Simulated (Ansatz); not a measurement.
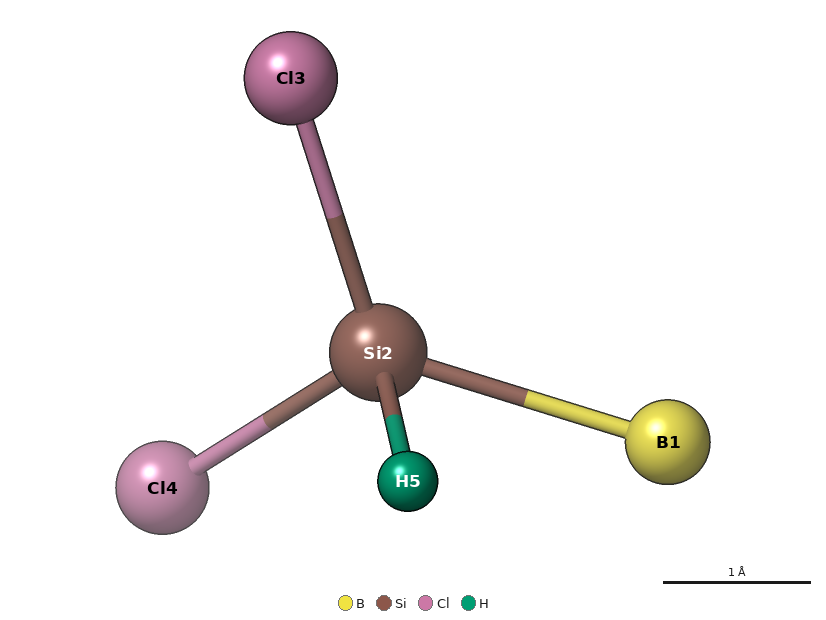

Orthographic view. Depth is shown by fading: the farther an atom, the more it takes the colour of the background. The geometry was computed by an optimisation with PBE-D4/def2-SVP. No frequency run is at hand to confirm it as a minimum.

Write a Z-matrix (Å, degrees) in the order of the atom numbers, with these reference atoms: 2 to 1; 3 to 2, 1; 4 to 2, 1, 3; 5 to 2, 1, 3.

```
B  
Si   1   2.075
Cl   2   2.081   1   122.0
Cl   2   2.080   1   124.5   3   164.1
H    2   1.568   1    71.4   3   -98.0
```
